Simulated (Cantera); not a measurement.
Feed: 1 mol CH₃SiCl₃, 0.072 mol CH₄, a varied amount of H₂, at 677 °C and 40.0 mbar.

These are equilibrium values from Cantera (NASA tables, ideal gas, pure condensed phases), not measurements of a reactor. Candidate condensed phases: C, C₆H₆, C₇H₈, C₈H₁₈, Si, SiC; 109 gas species. The feed counts by its element totals alone. The tables' values for SiCl₃ are old estimates; treat these amounts as uncertain. Rates play no part.

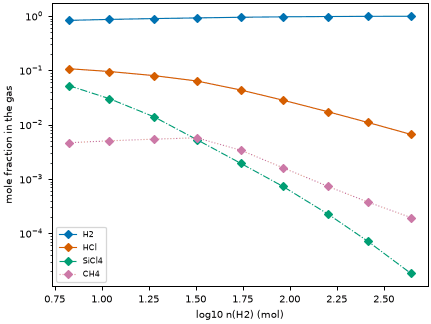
*Equilibrium gas composition (values under 1e-9 drawn at 1e-9)*

### Question
Read off the mole fractions at 32 mol H₂.

### Answer
H₂ about 0.92, HCl about 0.064, CH₄ about 0.0057, SiCl₄ about 0.0053.
